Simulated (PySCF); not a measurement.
**C7H13NSi (SMILES C=C(C)/C=N\[SiH2]C(=C)C): density, localisation and related maps**

Input file:

```
{"job": {"kind": "nmr", "xc": "PBE0", "basis": "pcSseg-1"}, "charge": 0, "multiplicity": 1}
C     -1.477736     1.186613    -0.848686
C     -2.171684     0.456074     0.018375
C     -3.664494     0.531920     0.140469
C     -1.514481    -0.445423     0.973666
N     -0.448113    -1.092612     0.847544
Si     0.767741    -1.361119    -0.325726
C      2.209696    -0.215000     0.106492
C      2.081312     0.855363     0.876640
C      3.531784    -0.588634    -0.488335
H     -1.959653     1.868809    -1.529378
H     -0.402801     1.147378    -0.884219
H     -4.103211    -0.456500     0.007891
H     -3.942685     0.888817     1.131906
H     -4.082233     1.205136    -0.603565
H     -2.057469    -0.569034     1.916974
H      1.121004    -2.762979    -0.085740
H      0.452926    -1.174398    -1.754603
H      2.915953     1.502430     1.108486
H      1.137742     1.129264     1.319856
H      3.844973    -1.561137    -0.110590
H      4.299507     0.145041    -0.246811
H      3.451513    -0.670625    -1.571495
```

Launched as:

```sh
OMP_NUM_THREADS=1 python probes_run.py task.json out
```

Geometry: GFN2-xTB.

Level of theory: PBE0/pcSseg-1, SCF density, gas phase, non-relativistic in PySCF.

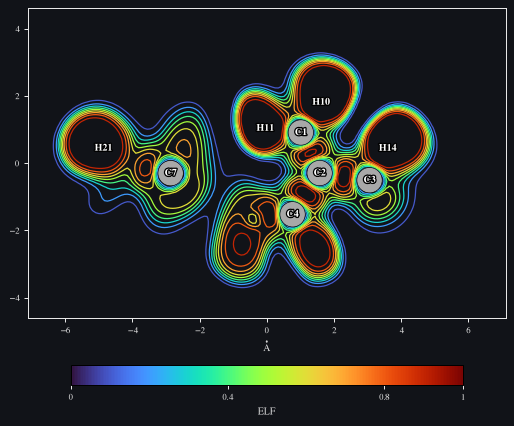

Figure 1. ELF on the plane of atoms C2, C1 and H10. Grey discs cover the atomic cores.

**Interpret the plot.**

- The section cuts through C and H sites.
- C–C (1.33 Å): the ELF peaks at about 0.90 between the atoms (a short, multiple covalent bond).
- C–H (1.08 Å): the ELF climbs to about 1 towards the hydrogen, as it does in any bond to H; an ordinary covalent bond to hydrogen.
- C–C (1.47 Å): the ELF peaks at about 0.95 between the atoms; a covalent bond.
- The ELF also peaks beside N5, away from the bonds: lone-pair regions.

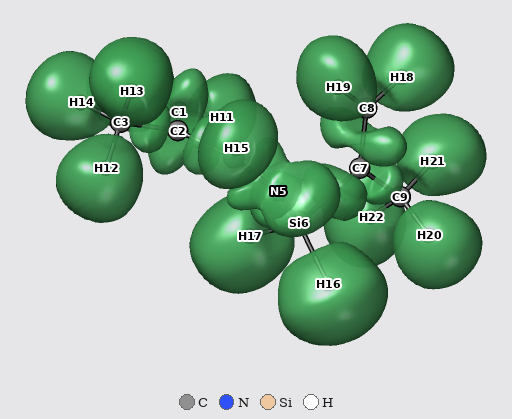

Figure 2. Isosurface of the ELF at 0.75 (green), seen at an oblique angle. Core shells and regions of very low density are left out.

**Identify the bonds, lone pairs and shells in this picture.**

The ELF exceeds this value in five regions between bonded C–C atoms (shared pairs), one region between bonded C–Si atoms (shared pairs), 13 regions around hydrogen nuclei and one region on N in which the atom's valence shell and bonds are merged.


C–N (1.25 Å): the ELF peaks at about 0.90 between the atoms (a short, multiple covalent bond). C–C (1.32 Å): the ELF peaks at about 0.90 between the atoms (a short, multiple covalent bond).

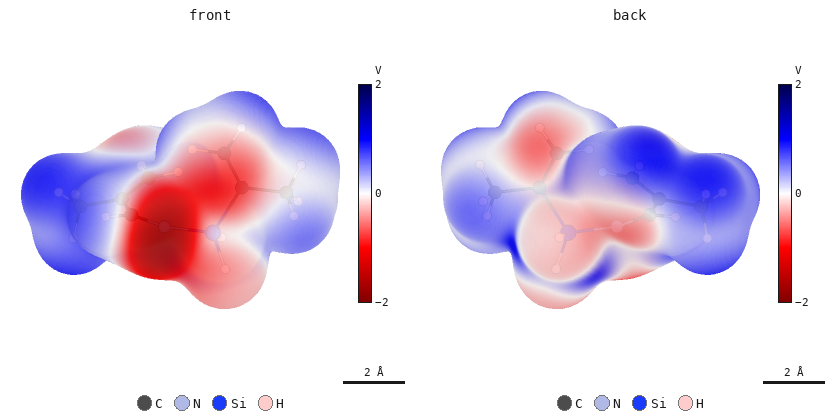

Figure 3. The electrostatic potential painted on the density surface at 0.002 e/bohr³, seen from the front and from behind; the colour scale runs from red (negative) to blue (positive).

**Where is the surface potential most negative and most positive?**

The most negative region (about −1.7 V) lies over N5, the most positive (about +1.0 V) over Si6 and H10. N5 is the likeliest acceptor of a hydrogen bond.
